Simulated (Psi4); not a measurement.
# SiH4 (SMILES [H][Si]([H])([H])[H]) at 3 levels

Wanted: a comparison of 3 runs (HF/def2-SVP, M06-2X/pcseg-2, CCSD(T)/heavy-aug-cc-pVTZ) of SiH4. 

The calculation is run with Psi4 1.11.

## 1. The structure to begin with

SiH4: 5 atoms, total charge 0, spin state singlet. SMILES: `[H][Si]([H])([H])[H]`. The shape is that of a GFN2-xTB optimisation.

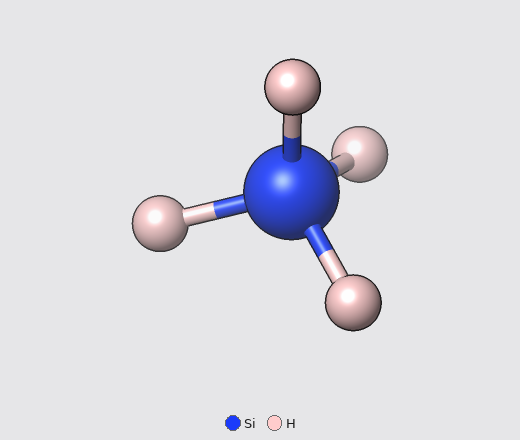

The structure, seen from a chosen angle (silicon blue, hydrogen pink).

## 2. The energy at HF/def2-SVP (run 1)

Input file calc.in:

```
memory 1600 mb

molecule {
  Si
  H 1 1.460962
  H 1 1.460884 2 109.48843
  H 1 1.460984 3 109.46807 2 120.00879
  H 1 1.460734 3 109.46208 4 119.97952
  symmetry c1
  no_reorient
  no_com
}

set puream true
set e_convergence 1e-09
set d_convergence 1e-08
set scf_type pk

result, w = energy('hf/def2-SVP', return_wfn=True)
oeprop(w, 'MULLIKEN_CHARGES', 'QUADRUPOLE', 'MAYER_INDICES', title='HF')
```

Command:

```sh
$ psi4 calc.in calc.out -n 1
```

calc.out:

```text
[...]
  Running in c1 symmetry.
[...]
  Nuclear repulsion =   21.615743529002931
[...]
  Multiplicity = 1
[...]
  Nalpha       = 9
  Nbeta        = 9
[...]
    Number of basis functions: 38
[...]
   @RHF iter   1:  -291.13107650782143   -4.46744e-01   3.09962e-03 ADIIS/DIIS
[...]
   @RHF iter   8:  -291.15327958889969   -4.54747e-13   1.30563e-09 DIIS
[...]
    Orbital Energies [Eh]
    ---------------------
    Doubly Occupied:
       1A    -68.747301     2A     -6.122910     3A     -4.232879
       4A     -4.232878     5A     -4.232877     6A     -0.735877
       7A     -0.489835     8A     -0.489818     9A     -0.489784
[...]
  @RHF Final Energy:  -291.15327958889969
   => Energetics <=
    Nuclear Repulsion Energy =             21.6157435290029305
    One-Electron Energy =                -445.9897295701538269
    Two-Electron Energy =                 133.2207064522512212
    Total Energy =                       -291.1532795888996361
[...]
 Multipole Moments:
 ------------------------------------------------------------------------------------
     Multipole            Electronic (a.u.)      Nuclear  (a.u.)        Total (a.u.)
 ------------------------------------------------------------------------------------
 L = 1.  Multiply by 2.5417464519 to convert [e a0] to [Debye]
 Dipole X            :          0.0002845           -0.0001596            0.0001249
 Dipole Y            :          0.0003915           -0.0002426            0.0001489
 Dipole Z            :          0.0005939           -0.0003725            0.0002214
 Magnitude           :                                                    0.0002946
 L = 2.  Multiply by 1.3450342976 to convert [e a0^2] to [Debye ang]
 Quadrupole XX       :        -22.7259142           10.1600621          -12.5658521
 Quadrupole XY       :         -0.0016120            0.0014376           -0.0001744
[...]
  Mulliken Charges: (a.u.)
   Center  Symbol    Alpha    Beta     Spin     Total
       1    SI     6.70441  6.70441  0.00000  0.59119
       2     H     0.57389  0.57389  0.00000 -0.14778
       3     H     0.57390  0.57390  0.00000 -0.14779
       4     H     0.57390  0.57390  0.00000 -0.14780
       5     H     0.57391  0.57391  0.00000 -0.14781
   Total alpha =  9.00000, Total beta =  9.00000, Total charge =  0.00000
  Mayer Bond Indices:
[...]
```

Wall time 1.3 s (1 thread of INTEL XEON PLATINUM 8581C at 2.30GHz (Emerald Rapids), shared host); peak memory 0.19 GiB.

## 3. A single-point energy at M06-2X/pcseg-2 (run 2)

Input file input.dat:

```
memory 1.6 GB

molecule {
  Si     0.00011338    -0.00007559     0.00017008
  H      0.02135391    -0.03671738     2.76066310
  H      2.59544435     0.02127832    -0.94063008
  H     -1.31634542     2.26143525    -0.88008325
  H     -1.30056621    -2.24592060    -0.94011985
  units au
  symmetry c1
}

set basis pcseg-2
set puream true
set e_convergence 1e-09
set d_convergence 1e-08
set scf_type pk
set dft_radial_points 99
set dft_spherical_points 590

e_tot, wfn = energy('m06-2x', return_wfn=True)
oeprop(wfn, 'QUADRUPOLE', 'MULLIKEN_CHARGES', 'LOWDIN_CHARGES', title='M06-2X')
```

Command:

```sh
$ psi4 input.dat output.dat -n 1
```

output.dat:

```text
[...]
  Running in c1 symmetry.
[...]
  Nuclear repulsion =   21.615746960223184
[...]
  Multiplicity = 1
[...]
  Nalpha       = 9
  Nbeta        = 9
[...]
    Number of basis functions: 90
[...]
   @RKS iter   1:  -291.83208662728896   -3.61696e-01   2.51047e-03 ADIIS/DIIS
[...]
   @RKS iter   8:  -291.86026480695995   -4.32010e-12   1.68367e-09 DIIS
[...]
    Orbital Energies [Eh]
    ---------------------
    Doubly Occupied:
       1A    -66.965722     2A     -5.533230     3A     -3.844813
       4A     -3.844813     5A     -3.844812     6A     -0.624005
       7A     -0.410216     8A     -0.410200     9A     -0.410174
[...]
  @RKS Final Energy:  -291.86026480695995
   => Energetics <=
    Nuclear Repulsion Energy =             21.6157469602231842
    One-Electron Energy =                -446.5862117647513401
    Two-Electron Energy =                 143.7361129135291264
    DFT Exchange-Correlation Energy =     -10.6259129159608818
    Empirical Dispersion Energy =           0.0000000000000000
    VV10 Nonlocal Energy =                  0.0000000000000000
    Total Energy =                       -291.8602648069599468
[...]
 Multipole Moments:
 ------------------------------------------------------------------------------------
     Multipole            Electronic (a.u.)      Nuclear  (a.u.)        Total (a.u.)
 ------------------------------------------------------------------------------------
 L = 1.  Multiply by 2.5417464519 to convert [e a0] to [Debye]
 Dipole X            :          0.0003622           -0.0002456            0.0001166
 Dipole Y            :         -0.0002628            0.0001637           -0.0000991
 Dipole Z            :          0.0005490           -0.0003684            0.0001806
 Magnitude           :                                                    0.0002367
 L = 2.  Multiply by 1.3450342976 to convert [e a0^2] to [Debye ang]
 Quadrupole XX       :        -22.4427448           10.1610252          -12.2817196
 Quadrupole XY       :          0.0015244           -0.0014189            0.0001055
[...]
  Mulliken Charges: (a.u.)
   Center  Symbol    Alpha    Beta     Spin     Total
       1    SI     6.69557  6.69557  0.00000  0.60886
       2     H     0.57610  0.57610  0.00000 -0.15221
       3     H     0.57611  0.57611  0.00000 -0.15221
       4     H     0.57611  0.57611  0.00000 -0.15221
       5     H     0.57611  0.57611  0.00000 -0.15222
   Total alpha =  9.00000, Total beta =  9.00000, Total charge =  0.00000
  Lowdin Charges: (a.u.)
   Center  Symbol    Alpha    Beta     Spin     Total
       1    SI     6.64439  6.64439  0.00000  0.71121
[...]
```

It took 14 s on 1 thread of INTEL XEON PLATINUM 8581C at 2.30GHz (Emerald Rapids), shared host; peak memory 0.92 GiB.

## 4. A single-point energy at CCSD(T)/heavy-aug-cc-pVTZ (Cholesky decomposition, Cholesky for correlation) (run 3)

Input file input.json:

```json
{
  "schema_name": "qcschema_input",
  "schema_version": 1,
  "molecule": {
    "schema_name": "qcschema_molecule",
    "schema_version": 2,
    "symbols": ["Si", "H", "H", "H", "H"],
    "geometry": [0.00011338, -7.559e-05, 0.00017008, 0.02135391, -0.03671738, 2.7606631, 2.59544435, 0.02127832, -0.94063008, -1.31634542, 2.26143525, -0.88008325, -1.30056621, -2.2459206, -0.94011985],
    "molecular_charge": 0,
    "molecular_multiplicity": 1,
    "fix_com": true,
    "fix_orientation": true
  },
  "driver": "energy",
  "model": {
    "method": "ccsd(t)",
    "basis": "heavy-aug-cc-pVTZ"
  },
  "keywords": {
    "scf_type": "cd",
    "freeze_core": true,
    "cc_type": "cd",
    "s_orthogonalization": "canonical"
  }
}
```

Command:

```sh
$ psi4 --qcschema input.json -n 1 --memory 1600MB
```

stdout:

```text
[...]
  Running in c1 symmetry.
[...]
  Nuclear repulsion =   21.615746960223184
[...]
  Multiplicity = 1
[...]
  Nalpha       = 9
  Nbeta        = 9
[...]
    Number of basis functions: 106
[...]
   @RHF iter   1:  -291.23105674478489   -4.55331e-01   1.54798e-03 ADIIS/DIIS
[...]
   @RHF iter   8:  -291.26013688902151   -5.68434e-12   1.32354e-09 DIIS
[...]
    Orbital Energies [Eh]
    ---------------------
    Doubly Occupied:
       1A    -68.768168     2A     -6.119469     3A     -4.225443
       4A     -4.225441     5A     -4.225440     6A     -0.735189
       7A     -0.488987     8A     -0.488978     9A     -0.488943
[...]
  @RHF Final Energy:  -291.26013688902151
   => Energetics <=
    Nuclear Repulsion Energy =             21.6157469602231842
    One-Electron Energy =                -446.2196517897484682
    Two-Electron Energy =                 133.3437679405037954
    Total Energy =                       -291.2601368890215099
[...]
 Multipole Moments:
 ------------------------------------------------------------------------------------
     Multipole            Electronic (a.u.)      Nuclear  (a.u.)        Total (a.u.)
 ------------------------------------------------------------------------------------
 L = 1.  Multiply by 2.5417464519 to convert [e a0] to [Debye]
 Dipole X            :         -0.0013089            0.0014740            0.0001650
 Dipole Y            :          0.0008586           -0.0009827           -0.0001241
 Dipole Z            :         -0.0021190            0.0022110            0.0000920
 Magnitude           :                                                    0.0002260
[...]
      * MP2 total energy:                  -291.404135664340
[...]
      * CCSD total energy:                 -291.433666209374
[...]
      * CCSD(T) total energy                -291.437528171727
[...]
```

The result, in JSON:

```text
{
 "driver": "energy",
 "model": {
  "method": "ccsd(t)",
  "basis": "heavy-aug-cc-pVTZ"
 },
 "success": true,
 "return_result": -291.43752817172725,
 "properties": {
  "calcinfo_nbasis": 106,
  "calcinfo_nmo": 106,
  "calcinfo_nalpha": 9,
  "calcinfo_nbeta": 9,
  "calcinfo_natom": 5,
  "nuclear_repulsion_energy": 21.615746960223184,
  "return_energy": -291.43752817172725,
  "scf_one_electron_energy": -446.21965178974847,
  "scf_two_electron_energy": 133.3437679405038,
  "scf_dipole_moment": [0.00016502724918721068, -0.00012405384147805287, 9.203141143221405e-05],
  "scf_total_energy": -291.2601368890215,
  "scf_iterations": 8,
  "mp2_same_spin_correlation_energy": -0.014626542641259208,
  "mp2_opposite_spin_correlation_energy": -0.12937223267708092,
  "mp2_singles_energy": 0.0,
  "mp2_doubles_energy": -0.14399877531834013,
  "mp2_correlation_energy": -0.14399877531834013,
  "mp2_total_energy": -291.40413566433983,
  "ccsd_same_spin_correlation_energy": -0.016558051273979073,
  "ccsd_opposite_spin_correlation_energy": -0.15697126907832373,
  "ccsd_singles_energy": 0.0,
  "ccsd_doubles_energy": -0.1735293203523028,
  "ccsd_correlation_energy": -0.1735293203523028,
  "ccsd_total_energy": -291.4336662093738,
  "ccsd_iterations": 12,
  "ccsd_prt_pr_correlation_energy": -0.17739128270575932,
  "ccsd_prt_pr_total_energy": -291.43752817172725
 }
}
```

Run time: 17 s. Hardware: 1 thread of INTEL XEON PLATINUM 8581C at 2.30GHz (Emerald Rapids), shared host; peak memory 0.48 GiB.

## 5. The series

```
run                                                                         level         integration grid  integrals  energy (Eh)  dipole moment (D)  HOMO energy (eV)  LUMO energy (eV)  wall time
  1                                                                   HF/def2-SVP                        –         pk  -291.153280               0.00            -13.33              4.90      1.3 s
  2                                                                M06-2X/pcseg-2  99 radial × 590 angular         pk  -291.860265               0.00            -11.16              1.52       14 s
  3  CCSD(T)/heavy-aug-cc-pVTZ (Cholesky decomposition, Cholesky for correlation)                        –         cd  -291.437528                  –            -13.30              1.69       17 s
```

## 6. Summary of results

| quantity | value |
| --- | --- |
| run 3: total energy | -291.43753 Eh |
| run 3: HOMO energy (Hartree–Fock orbitals) | -13.30 eV |
| run 3: LUMO energy (Hartree–Fock orbitals) | 1.69 eV |
| run 3: HOMO–LUMO gap (Hartree–Fock orbitals) | 14.99 eV |
| run 3: correlation energy (5 core orbitals frozen) | -177.4 mEh |
| run 3: (T) correction | -3.86 mEh |
| run 3: T1 diagnostic | 0.011 |

All runs together took 32 s, the longest 17 s.
